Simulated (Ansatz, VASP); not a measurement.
# CdS (Greenockite): VASP beside Ansatz, part 2 of 3

Aim: how closely do two programs agree when they are given the same cell, functional and k mesh?  Valence electrons are named where the data sets of a main pair hold unlike numbers.

VASP 6.6.1 and Ansatz 0.2.0.

So far. Step 3 (VASP: band structure, LDA): The run ends at a pressure of -3.06 GPa, with forces up to 0.063 eV/Å.

## (5) VASP: band structure, LDA, spin-orbit coupling

Level of this step: LDA, spin-orbit coupling; plane waves and PAW (Cd, S) (VASP).

Levels along a path test the potential and the projectors away from the mesh points.

Input file INCAR:

```
SYSTEM = CdS
PREC = Accurate
ENCUT = 350
EDIFF = 1E-06
NELM = 100
ISMEAR = 0
SIGMA = 0.03
LREAL = .FALSE.
ALGO = Normal
GGA = CA
LNONCOLLINEAR = .TRUE.
MAGMOM = 0 0 0 0 0 0 0 0 0 0 0 0
NBANDS = 48
GGA_COMPAT = .FALSE.
LASPH = .TRUE.
LSORBIT = .TRUE.
LORBIT = 11
LWAVE = .FALSE.
LCHARG = .FALSE.
KPAR = 4
```

Input file POSCAR:

```
CdS
1.0
    4.1500000000      0.0000000000      0.0000000000
   -2.0750000000      3.5940054257      0.0000000000
    0.0000000000      0.0000000000      6.7370000000
Cd S
2 2
Direct
    0.6666666667      0.3333333333      0.5000000000
    0.3333333333      0.6666666667      0.0000000000
    0.6666666667      0.3333333333      0.8750000000
    0.3333333333      0.6666666667      0.3750000000
```

Input file KPOINTS:

```
Automatic mesh
0
Gamma
6 6 4
0 0 0
```

Input file KPOINTS_OPT:

```
Line mode
10
Line-mode
Reciprocal
  0.00000000   0.00000000   0.00000000 GAMMA
  0.50000000   0.00000000   0.00000000 M

  0.50000000   0.00000000   0.00000000 M
  0.33333333   0.33333333   0.00000000 K

  0.33333333   0.33333333   0.00000000 K
  0.00000000   0.00000000   0.00000000 GAMMA

  0.00000000   0.00000000   0.00000000 GAMMA
  0.00000000   0.00000000   0.50000000 A

  0.00000000   0.00000000   0.50000000 A
  0.50000000   0.00000000   0.50000000 L

  0.50000000   0.00000000   0.50000000 L
  0.33333333   0.33333333   0.50000000 H

  0.33333333   0.33333333   0.50000000 H
  0.00000000   0.00000000   0.50000000 A

  0.50000000   0.00000000   0.50000000 L
  0.50000000   0.00000000   0.00000000 M

  0.33333333   0.33333333   0.00000000 K
  0.33333333   0.33333333   0.50000000 H
```

PAW data sets: Cd and S (LDA family, release 64).

Launch:

```console
> mpirun -np 4 vasp_ncl
```

Numbers of over 12 decimals in the logs are rounded to 6 here.

The log of the run:

```text
[... set-up lines as in an earlier step ...]
 entering main loop
       N       E                     dE             d eps       ncg     rms          rms(c)
DAV:   1     0.205940758242E+03    0.20594E+03   -0.14019E+04  2712   0.101E+03
DAV:   2    -0.335441442186E+01   -0.20930E+03   -0.20347E+03  3080   0.303E+02
DAV:   3    -0.157104693665E+02   -0.12356E+02   -0.12282E+02  3184   0.737E+01
DAV:   4    -0.158635585541E+02   -0.15309E+00   -0.15295E+00  3056   0.791E+00
[...]
DAV:  11    -0.148326146582E+02    0.88457E-04   -0.30192E-04  3120   0.194E-01    0.683E-02
DAV:  12    -0.148326232897E+02   -0.86315E-05   -0.92523E-05  2896   0.541E-02    0.548E-02
DAV:  13    -0.148326230341E+02    0.25555E-06   -0.55173E-06  3248   0.256E-02
   1 F= -.14832623E+02 E0= -.14832623E+02  d E =-.456623E-18  mag=    -0.0000    -0.0000     0.0000
 Start KPOINTS_OPT (optional k-point list driver)
k-point batch [1-28\90]
       N       E                     dE             ncg
DAV:   1     0.931937897112E+03   -0.15973E+05     2728
DAV:   2    -0.479400545236E+04   -0.57259E+04     3016
DAV:   3    -0.511145461854E+04   -0.31745E+03     3192
DAV:   4    -0.511523055321E+04   -0.37759E+01     3112
DAV:   5    -0.511529649680E+04   -0.65944E-01     3264
DAV:   6    -0.511529805351E+04   -0.15567E-02     3104
DAV:   7    -0.511529809967E+04   -0.46156E-04     3280
DAV:   8    -0.511529810135E+04   -0.16781E-05     2224
DAV:   9    -0.511529810145E+04   -0.10680E-06     1992
[...]
k-point batch [85-90\90]
       N       E                     dE             ncg
DAV:   1     0.164102220207E+05   -0.56475E+04      592
DAV:   2     0.152326579765E+05   -0.11776E+04      624
DAV:   3     0.151686546718E+05   -0.64003E+02      688
DAV:   4     0.151679503342E+05   -0.70434E+00      608
DAV:   5     0.151679399386E+05   -0.10396E-01      656
DAV:   6     0.151679397193E+05   -0.21925E-03      624
DAV:   7     0.151679397133E+05   -0.60671E-05      680
DAV:   8     0.151679397131E+05   -0.13142E-06      392
```

Parts of OUTCAR (step 5):

```text
  Total       -2.0706926     -2.0706926     -1.7008265      0.0000000      0.0000000      0.0000000
  in kB      -33.0166369    -33.0166369    -27.1192213      0.0000000      0.0000000      0.0000000
  external PRESSURE =     -31.0508317 kB  Pullay stress =       0.0000000 kB

 POSITION                                       TOTAL-FORCE (eV/Angst)
 -----------------------------------------------------------------------------------
      2.07500      1.19800      3.36850        -0.000000      0.000000     -0.062436
     -0.00000      2.39600      0.00000         0.000000      0.000000     -0.062436
      2.07500      1.19800      5.89487         0.000000      0.000000      0.062436
     -0.00000      2.39600      2.52637        -0.000000     -0.000000      0.062436
 -----------------------------------------------------------------------------------
    total drift:                               -0.000000      0.000000     -0.000610

  FREE ENERGIE OF THE ION-ELECTRON SYSTEM (eV)
  ---------------------------------------------------
  free  energy   TOTEN  =       -14.8326230341 eV

  energy  without entropy=      -14.8326230341  energy(sigma->0) =      -14.83262303

 magnetization (x)
# of ion       s       p       d       tot
------------------------------------------
    1        0.000   0.000   0.000   0.000
    2       -0.000  -0.000  -0.000  -0.000
    3        0.000  -0.000   0.000  -0.000
    4       -0.000   0.000   0.000   0.000
--------------------------------------------------
tot         -0.000   0.000  -0.000   0.000

 magnetization (y)
# of ion       s       p       d       tot
------------------------------------------
    1        0.000   0.000   0.000   0.000
    2        0.000   0.000   0.000   0.000
    3       -0.000   0.000   0.000  -0.000
    4       -0.000   0.000   0.000  -0.000
--------------------------------------------------
tot         -0.000   0.000   0.000  -0.000

 magnetization (z)
# of ion       s       p       d       tot
------------------------------------------
    1        0.000  -0.000   0.000  -0.000
    2        0.000  -0.000   0.000  -0.000
    3       -0.000   0.000   0.000   0.000
    4       -0.000  -0.000   0.000  -0.000
--------------------------------------------------
tot          0.000  -0.000   0.000  -0.000

[... 1 part as in an earlier step ...]

[... 2 further parts left out ...]
[key lines of the parts left out:]
E-fermi :   1.2086
```

The run ends at a pressure of -3.11 GPa, with forces up to 0.062 eV/Å.

## (6) Ansatz: band structure, LDA, spin-orbit coupling

The same cell, functional (in two slightly different forms), mesh and smearing now go to Ansatz, which takes its cutoff from its data sets.

The cell is taken from a series of VASP runs on this material, whose earlier steps may have relaxed, scaled or displaced it; both programs get it as it stands.

Input file input.yaml:

```yaml
crystal:
  lattice:
    - [4.15, 0.0, 0.0]
    - [-2.075, 3.5940054257, 0.0]
    - [0.0, 0.0, 6.737]
  atoms:
    - { symbol: Cd, position: [0.6666666667, 0.3333333333, 0.5] }
    - { symbol: Cd, position: [0.3333333333, 0.6666666667, 0.0] }
    - { symbol: S, position: [0.6666666667, 0.3333333333, 0.875] }
    - { symbol: S, position: [0.3333333333, 0.6666666667, 0.375] }
hamiltonian:
  xc: lda
  pseudopotentials: { kind: paw_fr }
magnetization:
  noncollinear: true
  spin_orbit: true
kpoints:
  mp_grid: { grid: [6, 6, 4] }
  band_path:
    path:
      - [0.0, 0.0, 0.0]
      - [0.16667, 0.0, 0.0]
      - [0.33333, 0.0, 0.0]
      - [0.5, 0.0, 0.0]
      - [0.46296, 0.07407, 0.0]
      - [0.40741, 0.18519, 0.0]
      - [0.35185, 0.2963, 0.0]
      - [0.2963, 0.2963, 0.0]
      - [0.18519, 0.18519, 0.0]
      - [0.07407, 0.07407, 0.0]
      - [0.0, 0.0, 0.0]
      - [0.0, 0.0, 0.16667]
      - [0.0, 0.0, 0.33333]
      - [0.0, 0.0, 0.5]
      - [0.11111, 0.0, 0.5]
      - [0.33333, 0.0, 0.5]
      - [0.5, 0.0, 0.5]
      - [0.46296, 0.07407, 0.5]
      - [0.40741, 0.18519, 0.5]
      - [0.35185, 0.2963, 0.5]
      - [0.2963, 0.2963, 0.5]
      - [0.18519, 0.18519, 0.5]
      - [0.07407, 0.07407, 0.5]
      - [0.5, 0.0, 0.5]
      - [0.5, 0.0, 0.33333]
      - [0.5, 0.0, 0.16667]
      - [0.5, 0.0, 0.0]
      - [0.33333, 0.33333, 0.11111]
      - [0.33333, 0.33333, 0.27778]
      - [0.33333, 0.33333, 0.5]
    npoints: 1
scf:
  occupations: { method: gaussian, width: 0.03 }
  n_extra_bands: 16
output:
  forces: true
  stress: true
  eigenvalues: true
  write_density: true
  write_potential: true
  elf: true
  volumetric_format: npy
```

Launch:

```console
> ansatz run input.yaml --threads 2 --pin off --max-ram 4608MiB --backend cpu --events-out ev --progress --plain --runs-dir out
```

The log of the run:

```text
[...]
non-collinear run that drives no moment, with spin-orbit: no starting moment large enough to seed its density (crystal.atoms[].spin), no starting occupations that ask for one, no magnetisation constraint and no magnetic field, so the semilocal B_xc is pinned to zero
Crystal: 4 atoms, lattice volume = 100.483 Å³
Basis set: ecut = 420 eV, 1973 PW (Γ)
[...]
k-point 0: bands = [... 48 lower, 6.4503, 6.4503, 6.4681, 6.4681, 7.3629, 7.3629, 8.9902, 8.9902, ... 12 higher]
  k-point 1: bands = [... 48 lower, 6.3135, 6.3135, 6.3491, 6.3491, 8.3075, 8.3075, 9.0635, 9.0635, ... 12 higher]
  k-point 2: bands = [... 48 lower, 6.0715, 6.0715, 6.0715, 6.0715, 9.0516, 9.0516, 9.0516, 9.0516, ... 12 higher]
  k-point 20: bands = [... 48 lower, 5.3177, 5.3177, 5.3290, 5.3290, 10.5975, 10.5975, 10.6454, 10.6454, ... 12 higher]
[key lines of the parts left out:]
SCF converged after 8 iterations
Magnetization: |M| = 0.0000 μB,  M = (+0.0000, +0.0000, +0.0000) μB
Free energy (F): -17982.454922 eV
Fermi energy:    6.915507 eV
P = ⅓ Tr σ = -3.1763 GPa (-31.763 kbar)
```

Wall time 43 s (2 threads of Arm Neoverse V1, shared host); peak memory 0.67 GiB; 86 s of CPU time.

## (7) Side by side

What differs besides the data sets and the points named for the pairs above, as far as they apply: spin-orbit coupling enters by fully relativistic files in Ansatz and inside the spheres in VASP; the data sets hold 52 valence electrons in Ansatz (on its fully relativistic PAW (standard-fr) files) and 36 in VASP. Total energies have different zeros and are not compared.

Both answers:

```csv
quantity,Ansatz,VASP,difference
pressure (GPa),-3.18,-3.11,-0.07
gap over the path points (eV),0.895,0.918,-0.023
```

Forces (eV/Å; atoms numbered as in POSCAR):

```csv
atom,"Ansatz x, y, z","VASP x, y, z"
Cd1,"0.000, 0.000, -0.060","0.000, 0.000, -0.062"
Cd2,"0.000, 0.000, -0.060","0.000, 0.000, -0.062"
S3,"0.000, 0.000, 0.060","0.000, 0.000, 0.062"
S4,"0.000, 0.000, 0.060","0.000, 0.000, 0.062"
```

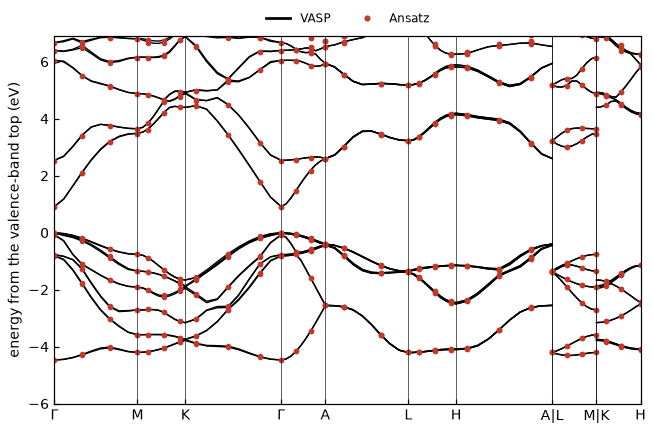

Bands from VASP (lines) and levels from Ansatz (dots). Dots without a line are higher empty bands that the VASP plot leaves out.

Levels at points of the path, from each program's valence-band top (eV; 8 filled, then empty):

```csv
k (reciprocal lattice),Ansatz,VASP
0.000 0.000 0.000,-0.77 -0.77 -0.08 -0.08 -0.02 -0.02 0.00 0.00 0.90 0.90 2.52 2.52 6.03 6.03,-0.77 -0.77 -0.07 -0.07 -0.02 -0.02 0.00 0.00 0.92 0.92 2.54 2.54 6.05 6.05
0.167 0.000 0.000,-1.29 -1.26 -1.11 -1.10 -0.29 -0.26 -0.21 -0.19 2.09 2.11 3.40 3.41 5.49 5.49,-1.29 -1.26 -1.11 -1.11 -0.29 -0.26 -0.21 -0.19 2.11 2.13 3.42 3.43 5.51 5.51
0.333 0.000 0.000,-2.60 -2.58 -1.66 -1.65 -0.89 -0.83 -0.58 -0.57 3.17 3.19 3.75 3.76 5.12 5.13,-2.61 -2.58 -1.67 -1.66 -0.89 -0.84 -0.58 -0.57 3.19 3.21 3.77 3.77 5.14 5.15
0.500 0.000 0.000,-2.71 -2.71 -1.91 -1.91 -1.34 -1.34 -0.76 -0.76 3.47 3.47 3.64 3.64 4.88 4.88,-2.71 -2.71 -1.91 -1.91 -1.35 -1.35 -0.76 -0.76 3.49 3.49 3.65 3.65 4.88 4.88
0.463 0.074 0.000,-2.69 -2.69 -2.03 -2.00 -1.37 -1.37 -0.88 -0.88 3.62 3.62 3.84 3.84 4.84 4.84,-2.70 -2.70 -2.03 -2.01 -1.38 -1.37 -0.88 -0.88 3.64 3.64 3.85 3.85 4.84 4.85
0.407 0.185 0.000,-2.80 -2.79 -2.25 -2.20 -1.53 -1.52 -1.30 -1.30 4.19 4.20 4.60 4.61 4.66 4.67,-2.81 -2.80 -2.26 -2.21 -1.53 -1.53 -1.31 -1.30 4.22 4.22 4.62 4.63 4.66 4.67
0.352 0.296 0.000,-3.12 -3.11 -2.04 -1.99 -1.79 -1.76 -1.63 -1.62 4.41 4.41 4.77 4.79 4.93 4.95,-3.13 -3.12 -2.05 -2.00 -1.80 -1.77 -1.64 -1.63 4.41 4.41 4.80 4.82 4.97 4.98
0.296 0.296 0.000,-3.02 -3.02 -2.19 -2.13 -1.66 -1.61 -1.57 -1.56 4.46 4.46 4.63 4.65 4.97 4.99,-3.03 -3.02 -2.20 -2.14 -1.66 -1.62 -1.58 -1.57 4.46 4.46 4.66 4.68 5.01 5.02
0.185 0.185 0.000,-2.62 -2.57 -1.92 -1.90 -0.84 -0.82 -0.80 -0.74 3.41 3.42 4.47 4.48 5.30 5.35,-2.62 -2.58 -1.93 -1.90 -0.84 -0.83 -0.80 -0.74 3.44 3.45 4.49 4.50 5.31 5.36
0.074 0.074 0.000,-1.10 -1.09 -0.86 -0.83 -0.20 -0.18 -0.15 -0.13 1.77 1.78 3.14 3.15 5.70 5.71,-1.10 -1.09 -0.85 -0.83 -0.20 -0.18 -0.15 -0.13 1.79 1.80 3.16 3.17 5.72 5.73
```

The forces differ by 1.3 meV/Å r.m.s., which is 3.5 % of the r.m.s. force of 0.036 eV/Å (both taken over all components). Among the levels compared at these points, filled levels agree within 12 meV and empty ones within 34 meV. Ansatz's pressure holds a Pulay correction of 0.02 GPa; VASP's holds none.

## (8) Ansatz: band structure, r2SCAN, spin-orbit coupling

Levels along a path test the potential and the projectors away from the mesh points.

The cell is taken from a series of VASP runs on this material, whose earlier steps may have relaxed, scaled or displaced it; both programs get it as it stands.

input.yaml: that of step 6 with these lines changed.

```diff
@@ -11,3 +11,3 @@
 hamiltonian:
-  xc: lda
+  xc: r2scan
   pseudopotentials: { kind: paw_fr }
```

The log of the run:

```text
[...]
Crystal: 4 atoms, lattice volume = 100.483 Å³
Basis set: ecut = 500 eV, 2539 PW (Γ), exchange–correlation on 128×128×200 points (64 copies of the dense FFT grid, shifted against one another)
Bands: 68, of which v1, the nominal top of the filled ones, is band 52 counted from 1 (51 counted from 0)
[...]
k-point 0: bands = [... 48 lower, 6.4629, 6.4629, 6.4784, 6.4784, 8.1222, 8.1222, 9.7212, 9.7212, ... 12 higher]
  k-point 1: bands = [... 48 lower, 6.3313, 6.3313, 6.3610, 6.3610, 8.9625, 8.9625, 9.7964, 9.7964, ... 12 higher]
  k-point 2: bands = [... 48 lower, 6.0854, 6.0854, 6.0854, 6.0854, 9.7635, 9.7635, 9.7635, 9.7635, ... 12 higher]
  k-point 20: bands = [... 48 lower, 5.3347, 5.3347, 5.3444, 5.3444, 11.3184, 11.3184, 11.3600, 11.3600, ... 12 higher]
[key lines of the parts left out:]
SCF converged after 8 iterations
Magnetization: |M| = 0.0000 μB,  M = (+0.0000, +0.0000, +0.0000) μB
Free energy (F): -18334.484329 eV
Fermi energy:    7.300321 eV
P = ⅓ Tr σ = 0.6334 GPa (6.334 kbar)
```

Run time: 77 s. Hardware: 2 threads; peak memory 0.99 GiB.

## (9) VASP: band structure, r2SCAN, spin-orbit coupling

The same cell, functional, mesh and smearing now go to VASP, with its own data sets.

INCAR: that of step 5 with these lines changed.

```diff
@@ -9,3 +9,4 @@
 ALGO = Normal
-GGA = CA
+METAGGA = R2SCAN
+LASPH = .TRUE.
 LNONCOLLINEAR = .TRUE.
@@ -14,3 +15,2 @@
 GGA_COMPAT = .FALSE.
-LASPH = .TRUE.
 LSORBIT = .TRUE.
```

POSCAR is that of step 5.

KPOINTS is that of step 5.

KPOINTS_OPT is that of step 5.

Potentials, in the order of the species: Cd and S (PBE family, release 64).

Launch:

```console
> mpirun -np 4 vasp_ncl
```

The log of the run:

```text
[banner, memory and clock lines left out]
running    4 mpi-ranks, on    1 nodes
[...]
|                                                                             |
|               ----> ADVICE to this user running VASP <----                  |
|                                                                             |
|     You enforced a specific xc type in the INCAR file but a different       |
|     [... a line on the potential file left out ...]
|     I HOPE YOU KNOW WHAT YOU ARE DOING!                                     |
|                                                                             |

 LDA part: xc-table for (None), standard interpolation
 POSCAR, INCAR and KPOINTS ok, starting setup
[...]
entering main loop
       N       E                     dE             d eps       ncg     rms          rms(c)
DAV:   1     0.154711416427E+03    0.15471E+03   -0.14314E+04  2704   0.103E+03
DAV:   2    -0.572829977249E+02   -0.21199E+03   -0.20616E+03  3088   0.305E+02
[...]
DAV:  16    -0.594226795702E+02   -0.49572E-07   -0.71297E-07  1760   0.115E-02
   1 F= -.59422680E+02 E0= -.59422680E+02  d E =-.461176E-18  mag=    -0.0000     0.0000    -0.0000
 Start KPOINTS_OPT (optional k-point list driver)
k-point batch [1-28\90]
       N       E                     dE             ncg
DAV:   1     0.810526523480E+03   -0.16094E+05     2744
DAV:   2    -0.502367562336E+04   -0.58342E+04     3064
DAV:   3    -0.533042695377E+04   -0.30675E+03     3160
DAV:   4    -0.533383698624E+04   -0.34100E+01     3088
DAV:   5    -0.533389577760E+04   -0.58791E-01     3216
DAV:   6    -0.533389709894E+04   -0.13213E-02     3112
DAV:   7    -0.533389713460E+04   -0.35659E-04     3144
DAV:   8    -0.533389713577E+04   -0.11710E-05     2216
DAV:   9    -0.533389713587E+04   -0.95703E-07     1976
[...]
k-point batch [85-90\90]
       N       E                     dE             ncg
DAV:   1     0.163830471777E+05   -0.56746E+04      592
DAV:   2     0.151842971495E+05   -0.11988E+04      624
DAV:   3     0.151217745205E+05   -0.62523E+02      688
DAV:   4     0.151211330048E+05   -0.64152E+00      600
DAV:   5     0.151211235045E+05   -0.95003E-02      664
DAV:   6     0.151211233186E+05   -0.18587E-03      624
DAV:   7     0.151211233139E+05   -0.46854E-05      608
DAV:   8     0.151211233138E+05   -0.13808E-06      384
```

(Continued in part 3 of 3.)

[Lines on the potential files, build, host, timing and source positions are cut from VASP's logs without a mark.]

[Logs are printed without paths, hosts, clocks, repeated set-up lines and the standing remarks that a program may print on its own settings, such as how far it seeks lower states.]

[Hosts, paths, dates, database ids (printed as entryN), source tags and the programs' standing remarks are cut or masked in the printed files.]
